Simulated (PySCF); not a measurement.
# NMR shielding calculation, with input and output: C$_{2}$H$_{9}$OPSi$_{2}$

System: C$_{2}$H$_{9}$OPSi$_{2}$, SMILES C=CO[SiH2]P[SiH3].
Method: GIAO PBE0/pcSseg-1 NMR shielding, non-relativistic, gas phase (PySCF 2.14.0).

The geometry comes from this level: GFN2-xTB. Figures and captions count atoms from 1; the log counts them from 0 in places.

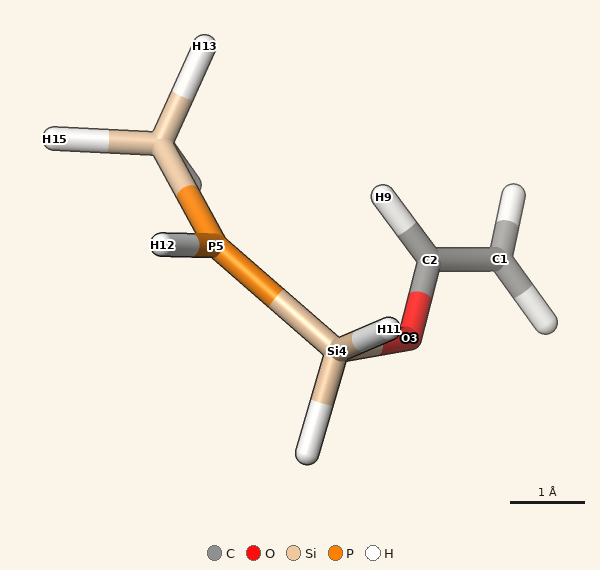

**Figure 1.** The structure as given in the input (stick view, seen at a tilt; atoms are numbered from 1 in the order of the input). Bond lengths as drawn: C–C 1.32 Å, C–H 1.07 to 1.09 Å, C–O 1.35 Å, H–P 1.35 Å, H–Si 1.46 to 1.47 Å, O–Si 1.62 Å and P–Si 2.20 Å.

## Summary

```tsv
quantity	value
outcome	converged
total energy	−1076.556189 hartree
HOMO	−6.13 eV
LUMO	−0.96 eV
dipole moment	1.21 D
isotropic shielding, C	34.3 to 87.3 ppm
isotropic shielding, O	230.5 ppm
isotropic shielding, Si	365.1 to 430.1 ppm
isotropic shielding, P	690.5 ppm
isotropic shielding, H	25.3 to 32.3 ppm
hardware	1 CPU thread, shared host
wall time	14 s
peak memory	0.79 GiB
```

## The input
```
{"job": {"kind": "nmr", "xc": "PBE0", "basis": "pcSseg-1", "pop": false}, "charge": 0, "multiplicity": 1}
C     -2.354846     1.098622     1.311763
C     -1.465619     0.482467     0.554178
O     -1.496376    -0.843604     0.327935
Si    -0.630120    -1.769202    -0.686649
P      1.329681    -0.815343    -0.972953
Si     2.473570     0.857632    -0.129592
H     -2.293426     2.156103     1.484092
H     -3.162459     0.559716     1.774321
H     -0.641459     1.009487     0.078438
H     -0.573752    -3.021620     0.059318
H     -1.292650    -1.858204    -1.989799
H      2.001529    -1.452891    -1.958019
H      2.211854     2.096111    -0.876059
H      2.007862     1.003502     1.248668
H      3.886211     0.497224    -0.225641
```

The first line tells a small driver script what to run in PySCF; the rest is the geometry in Å.

Launch command:
```bash
OMP_NUM_THREADS=1 python <driver script> task.json out
```

## Output
```
coarse grid: 13712 points
cycle   1  E = -1076.4332896533  dE =  6.069e-01  |g| = 6.333e-01  |ddm| = 3.546e+00
cycle   2  E = -1076.3563484281  dE =  7.694e-02  |g| = 9.133e-01  |ddm| = 1.275e+00
cycle   3  E = -1076.5086204217  dE = -1.523e-01  |g| = 1.074e-01  |ddm| = 8.383e-01
cycle   4  E = -1076.5105482048  dE = -1.928e-03  |g| = 4.597e-02  |ddm| = 1.183e-01
cycle   5  E = -1076.5110181421  dE = -4.699e-04  |g| = 1.576e-02  |ddm| = 4.616e-02
cycle   6  E = -1076.5110801897  dE = -6.205e-05  |g| = 3.029e-03  |ddm| = 1.592e-02
cycle   7  E = -1076.5110821405  dE = -1.951e-06  |g| = 4.073e-04  |ddm| = 2.867e-03
final grid: 117752 points
cycle   8  E = -1076.5561754837  dE = -1.751e-05  |g| = 8.659e-03  |ddm| = 2.132e-02
cycle   9  E = -1076.5561594188  dE =  1.606e-05  |g| = 1.279e-02  |ddm| = 1.361e-02
cycle  10  E = -1076.5561888989  dE = -2.948e-05  |g| = 1.523e-03  |ddm| = 8.969e-03
cycle  11  E = -1076.5561894361  dE = -5.372e-07  |g| = 2.361e-04  |ddm| = 1.537e-03
cycle  12  E = -1076.5561894466  dE = -1.054e-08  |g| = 1.001e-04  |ddm| = 2.384e-04
cycle  13  E = -1076.5561894491  dE = -2.442e-09  |g| = 2.057e-05  |ddm| = 9.795e-05
cycle  14  E = -1076.5561894492  dE = -1.123e-10  |g| = 3.566e-06  |ddm| = 2.716e-05
```

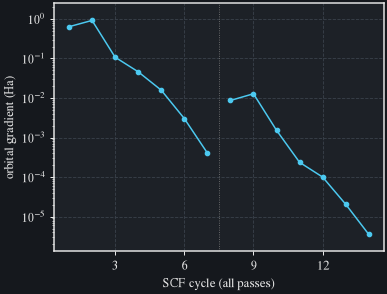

**Figure 2.** Convergence of the self-consistent field: orbital gradient against the SCF cycle. The dotted line marks the change from a coarse to the final integration grid. The first 7 cycles use a coarse grid, the final grid takes over at cycle 8, and the field converges after 14 cycles in all.

```
converged SCF energy = -1076.5561894492

GIAO shielding tensors (ppm)
atom      isotropic    diamagn.    paramagn.     s11        s22        s33       span
  0 C       87.252     254.616    -167.364    -17.509    117.132    162.132    179.642
  1 C       34.250     257.720    -223.469    -75.302     71.073    106.980    182.281
  2 O      230.508     396.527    -166.019    134.187    242.967    314.369    180.182
  3 Si     365.116     879.538    -514.422    324.075    352.104    419.169     95.094
  4 P      690.541     974.547    -284.007    529.045    646.012    896.565    367.521
  5 Si     430.098     879.971    -449.873    388.064    435.061    467.169     79.105
  6 H       27.230      30.716      -3.486     24.793     26.073     30.826      6.033
  7 H       26.805      29.805      -3.000     23.807     25.103     31.503      7.696
  8 H       25.301      35.701     -10.400     20.674     23.856     31.373     10.699
  9 H       25.730      28.816      -3.086     21.589     24.298     31.302      9.713
 10 H       25.622      28.502      -2.880     21.912     23.888     31.066      9.155
 11 H       32.267      32.302      -0.035     23.912     28.260     44.629     20.717
 12 H       26.795      29.214      -2.419     22.142     25.229     33.014     10.872
 13 H       26.947      30.082      -3.135     23.414     25.459     31.967      8.553
 14 H       26.941      28.382      -1.441     22.667     25.085     33.070     10.404
```

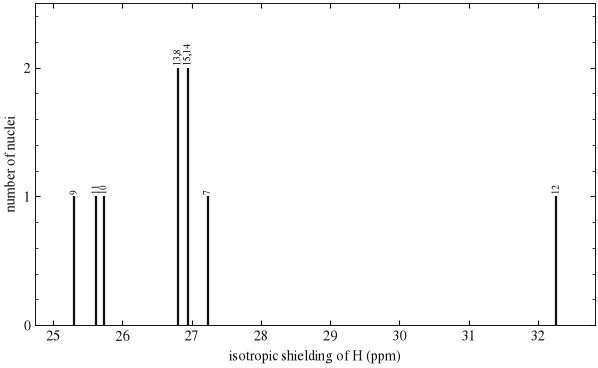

**Figure 3.** Isotropic shieldings of the hydrogen nuclei in this fixed geometry, labelled by atom number; shielding grows to the right, so chemical shift grows to the left. The least shielded is H9 (25.3 ppm), the most shielded H12 (32.3 ppm).
